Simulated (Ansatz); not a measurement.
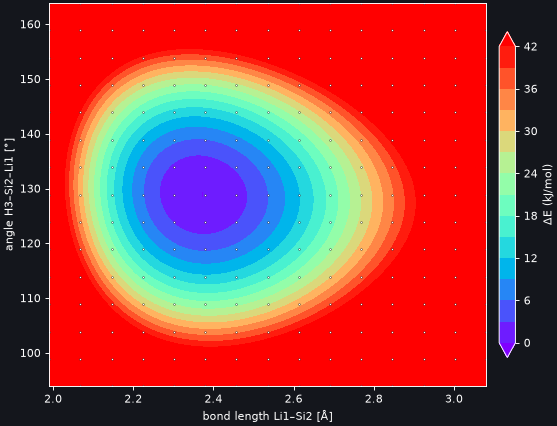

H2LiSi, SMILES [Li][SiH2], spin multiplicity 2. 
- First axis: bond length Li1–Si2. Second axis: angle H3–Si2–Li1.
- Nothing is relaxed (all other coordinates rigid).
- Grid: 15 × 15 points.
- Energies are in kJ/mol, from the lowest grid point.
- The calculation used UKS PBE0-D4/def2-TZVP (Ansatz).

Drawn: filled contours, dots at the grid points, one colour for all values above the top of the scale. Between grid points the surface is interpolated.

### Estimate the position of the minimum and the force constants in these coordinates.

The interpolated minimum is at bond length Li1–Si2 ≈ 2.369 Å, angle H3–Si2–Li1 ≈ 128.9°. The curvatures there are about 5.2 eV/Å² and 3.9 eV/rad², with a cross term of about 0.3 eV/(Å·rad). Round the minimum the two coordinates are weakly coupled (coupling 0.06 in units of the two stiffnesses). (1 eV is 96.5 kJ/mol.)
